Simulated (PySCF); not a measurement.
SMILES Fc1ccsc1-c1ccsc1 (C8H5FS2) at its GFN2-xTB optimised geometry (Å):

```
16

F      1.0036     2.2592     0.0001
C      1.3983     0.9730     0.0000
C      2.7620     0.6188     0.0000
C      2.9262    -0.7283     0.0000
S      1.4269    -1.5666     0.0000
C      0.5226    -0.0834     0.0000
C     -0.9182    -0.0834     0.0000
C     -1.7021    -1.2743     0.0000
C     -3.0310    -1.0254     0.0000
S     -3.3747     0.6619    -0.0001
C     -1.7046     1.0385     0.0000
H      3.5586     1.3393     0.0001
H      3.8402    -1.2866     0.0000
H     -1.2703    -2.2592     0.0000
H     -3.8402    -1.7278     0.0000
H     -1.3962     2.0639     0.0000
```

Method: CAM-B3LYP/def2-TZVP run with PySCF. Cells within 0.4 Å of a nucleus heavier than hydrogen are left out (blank, or x).

Map of the deformation density (molecule minus spherical neutral atoms) (e/bohr³) on the plane z = 0.0 Å:

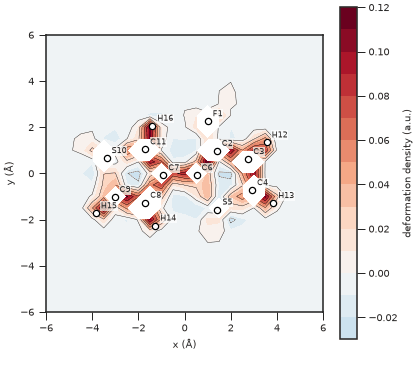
Figure. Deformation density (molecule minus spherical neutral atoms) (e/bohr³) on the plane z = 0.0 Å.
